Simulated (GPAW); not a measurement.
Consider LiRh (P-6m2).

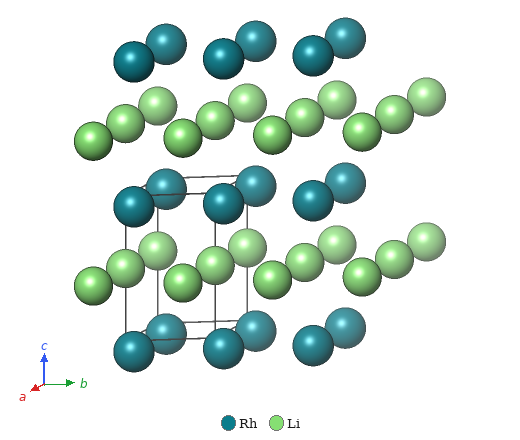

The structure (rhodium blue, lithium green). 2×3×2 cells are drawn. Some periodic images of atoms are drawn too.

```xyz
2
Lattice="2.6523 0.0000 0.0000 -1.3262 2.2970 0.0000 0.0000 0.0000 4.3266" Properties=species:S:1:pos:R:3 pbc="T T T"
Rh    1.3262    0.7657    0.0000
Li    0.0000    0.0000    2.1633
```

Absorber: atom 2, with 6 Rh at 2.65 Å and 6 Li at 2.65 Å (anticuboctahedral, as in hcp, site symmetry -6m2). Method: GPAW, LDA, excited-electron core hole (neutral cell), 24-atom cell with 6.8 Å between holes, 3×3×3 k points, dipole transitions, Gaussian full width 0.9 eV up to 4 eV, rising linearly to 3.5 eV at 25 eV.

**Question.** Predict the near-edge structure at the Li K edge.

Main maxima up to 24 eV above the zero (height): 1.5 eV (1.65), 7.3 eV (1.56), 11.8 eV (1.85) and 20.8 eV (0.60). A K edge sees empty p states on the absorber. The total-energy difference is 55.91 eV. One term is added: -3.34 eV, since the hole is spin-paired here and a spin-polarised one costs that much less in the free atom (computed apart). The photon energy is then 52.57 eV. The tabulated edge of the element is 54.7 eV. The functional leaves an error in such absolute values: in the free atom LDA prices this hole 1.0 eV below PBE (computed apart), and PBE is itself good to a few eV.

The Li K spectrum (energy from the lowest empty level; intensity scaled to a mean of 1 over the first 20 eV; polarised curves are means over the symmetry-equivalent atoms):

```
E (eV)  isotropic  ε ⊥ c  ε ∥ c
  -2.0       0.00   0.00   0.00
  -0.5       0.03   0.03   0.04
   1.0       1.13   1.45   0.47
   2.5       0.96   1.07   0.75
   4.0       0.64   0.63   0.66
   5.5       0.74   0.80   0.63
   7.0       1.47   1.45   1.51
   8.5       1.18   1.10   1.35
  10.0       1.24   1.05   1.61
  11.5       1.80   1.67   2.06
  13.0       1.43   1.49   1.29
  14.5       0.76   0.79   0.71
  16.0       0.66   0.72   0.54
  17.5       0.58   0.63   0.48
  19.0       0.54   0.60   0.43
  20.5       0.60   0.68   0.44
  22.0       0.58   0.62   0.50
  23.5       0.54   0.55   0.52
  25.0       0.52   0.50   0.57
  26.5       0.52   0.44   0.68
  28.0       0.55   0.43   0.77
  29.5       0.55   0.45   0.76
  31.0       0.53   0.48   0.64
```

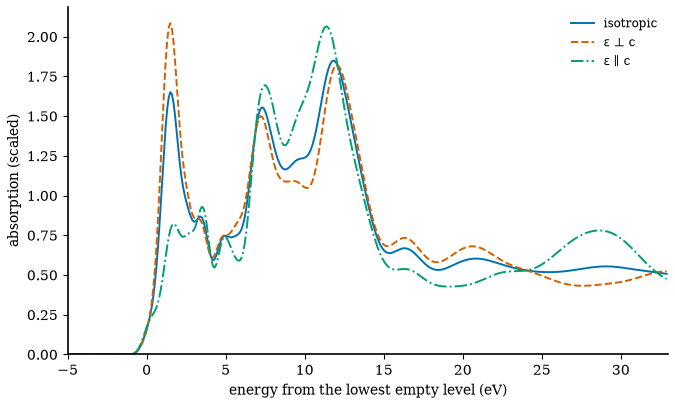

The Li K edge.

The mesh is coarse (0.31 Å⁻¹ between points), so small maxima may be mesh ripples. The structure is a computed Materials Project entry and may be a hypothetical form.

[Banner, clock and machine lines of the logs are left out without a mark of their own.]

[Logs are printed without paths, hosts, clocks, repeated set-up lines and the standing remarks that a program may print on its own settings, such as how far it seeks lower states.]

[Hosts, paths, dates, database ids (printed as entryN), source tags and the programs' standing remarks are cut or masked in the printed files.]

[Lists of maxima count a maximum above −3 eV only where it reaches 4 % of the highest in the window and stands out from its surroundings by 2 % of it (1.5 % where it reaches 55 %); shoulders and weaker maxima are passed over, and of the rest the first, up to two pre-edge ones and the few strongest are named.]
